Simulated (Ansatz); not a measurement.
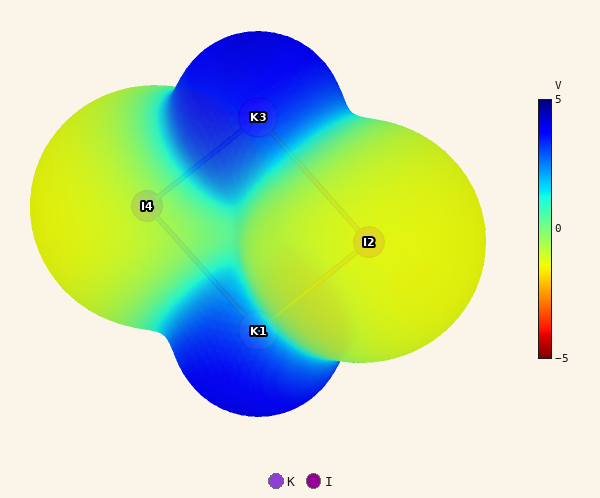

The picture shows: I₂K₂ ((KI)2 ring). The electrostatic potential painted on the density surface at 0.002 e/bohr³, seen at a tilt; red is negative and blue positive.

Geometry: PBE0-D4/def2-SVP; core potentials replace the inner electrons of I.

The calculation used RKS PBE0-D4/def2-TZVP (Ansatz 0.2.0).

The calculation's input:

```
crystal:
  periodic: [false, false, false]
  atoms:
    - {symbol: K, position_ang: [0.795259, 0.748913, -1.821114]}
    - {symbol: I, position_ang: [-1.380747, 2.067735, 0.247470]}
    - {symbol: K, position_ang: [-0.798883, -0.751056, 1.818610]}
    - {symbol: I, position_ang: [1.384370, -2.065602, -0.244966]}
basis:
  gaussian: {orbitals: def2-TZVP, initial_orbitals: start.molden}
hamiltonian: {xc: pbe0, dispersion: d4}
scf: {omitted_lower_state_checks: [starts]}
output: {orbitals: {seedname: orbitals}}
```

Run with:

```sh
ansatz run in.yaml --threads 4 --pin off --events-out ev --progress --plain --max-ram 3916MiB
```

**Describe the electrostatic potential map.**

The most negative region (about −1.4 V, or −32 kcal/mol for a unit charge) lies over I2 and I4, the most positive (about +4.1 V, or +95 kcal/mol for a unit charge) over K1 and K3.
